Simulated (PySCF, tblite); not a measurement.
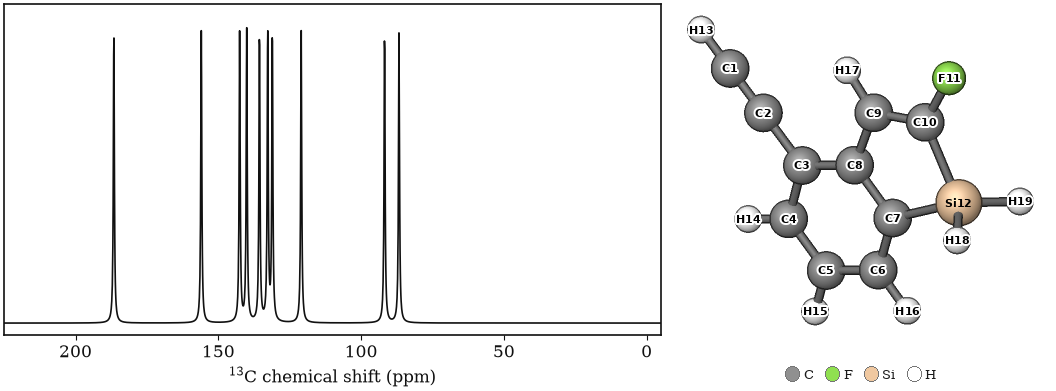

Spectrum and numbered structure of C₁₀H₇FSi, SMILES C#Cc1cccc2c1C=C(F)[SiH2]2. GIAO shifts, PBE0/pcSseg-1 in PySCF 2.14.0, at a GFN2-xTB geometry (a minimum by its frequencies), against TMS for ¹³C computed at the same level. Gas phase, fully decoupled, line heights follow the number of nuclei, widths are arbitrary (no quadrupolar broadening); values of one conformer, averaged over methyl-type rotors and exact or near symmetry.

Which atoms give which ¹³C line?

Answer.
```tsv
δ (ppm)	nuclei	atoms
186.6	1	C10
156.0	1	C8
142.5	1	C4
140.1	1	C6
135.6	1	C9
132.7	1	C7
131.1	1	C5
121.0	1	C3
91.8	1	C1
86.7	1	C2
```

The order of signals that lie close, as those under 2 ppm apart, is within the error of the method.

Note: the tight-binding geometry is rougher than a DFT one and adds to the error.
